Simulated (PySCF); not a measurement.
Molecule: Cl3Y, SMILES [Cl][Y]([Cl])[Cl]. Atoms near the plane z = 1.2 Å, at the PBE0/def2-SVP optimised geometry (x, y, z in Å): Y1 (-0.6, 0.0, 0.0), Cl2 (1.8, 0.0, 0.0), Cl3 (-1.8, -2.1, 0.0), Cl4 (-1.8, 2.1, 0.0).

Method: PBE0/def2-TZVP, def2 effective core potentials past Kr in PySCF. The core electrons that the potentials of Y replace are not part of the density. The values are rescaled to run from 0 to 1.

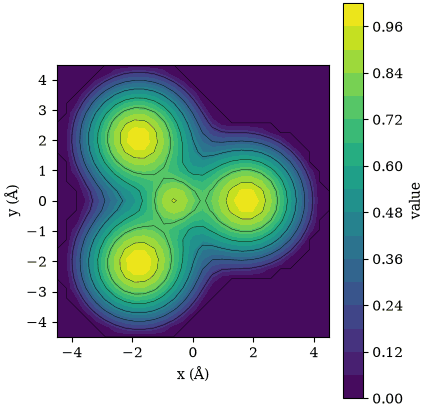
Figure. a field on the plane z = 1.2 Å.

**Question.** Which quantity is mapped?
(A) electron localisation function
(B) deformation density (molecule minus spherical neutral atoms)
(C) log10 of the electron density
(D) electrostatic potential

**Answer.** C, log10 of the electron density. In full: log10 of the electron density (e/bohr³), floored at −4.
